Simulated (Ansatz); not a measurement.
The figure comes from a scan of CsCl (CsCl type): the cell is scaled evenly about its relaxed volume V₀. The numbers are results of PBEsol (plane waves to 420 eV, PAW, scalar-relativistic; Ansatz, a first-principles code), not measurements. k mesh 8×8×8 (Γ-centred), Fermi-Dirac smearing 0.05 eV. Energies are smeared free energies. CsCl was relaxed with its symmetry unable to fall. The zero of ΔE is the relaxed starting cell.

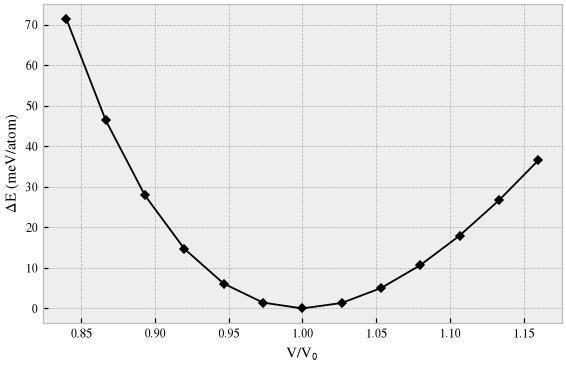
Figure: ΔE (meV/atom) against V/V₀; one marker a computed point.

Task: Turn the plot into a table (rounded to what can be read).

Result: To the nearest 1:

```csv
V/V₀,ΔE (meV/atom)
0.840,71
0.867,46
0.893,28
0.920,15
0.947,6
0.973,1
1.000,0
1.027,1
1.053,5
1.080,11
1.107,18
1.133,27
1.160,37
```

(A scan under strain: stresses follow from slopes of the energy per volume, elastic moduli from its curvatures.)
